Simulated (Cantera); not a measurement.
Charge: 1 mol Al2O3, a varied amount of Cl2, 0.054 mol H2, 0.6 mol H2O, at 550 °C and 1.80 bar.

Method: chemical equilibrium by Gibbs-energy minimisation in Cantera with the NASA 1993 tables (ideal gas, pure condensed phases). Candidate condensed phases: Al, AlCl3, Al2O3, H2O; 29 gas species. Condensed phases not in the tables: AlOCl. Rates play no part.

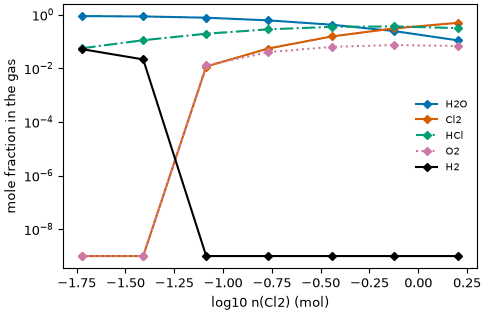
*Equilibrium gas composition (values under 1e-9 drawn at 1e-9)*

From 0.019 mol Cl2 to 1.6 mol Cl2 the condensed part is Al2O3(s).
